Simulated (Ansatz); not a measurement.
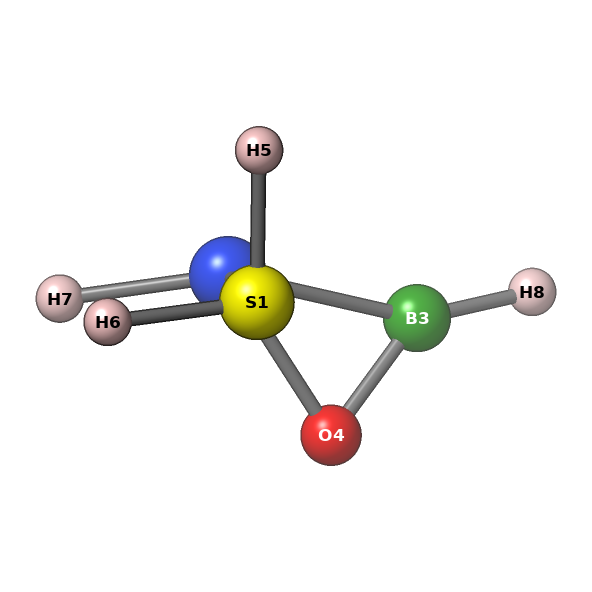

Si2 lies behind S1. The molecule seen nearly along the S1–Si2 bond, S1 in front. Atoms fade into the background with distance from the viewer. Charge +1, singlet. The geometry was computed by an optimisation with PBE0-D4/def2-TZVP. No frequency run is at hand to confirm it as a minimum.

> What is the torsion angle H5–S1–Si2–O4? The sign is positive where the front bond must turn clockwise to cover the back bond.

147°, anticlinal.
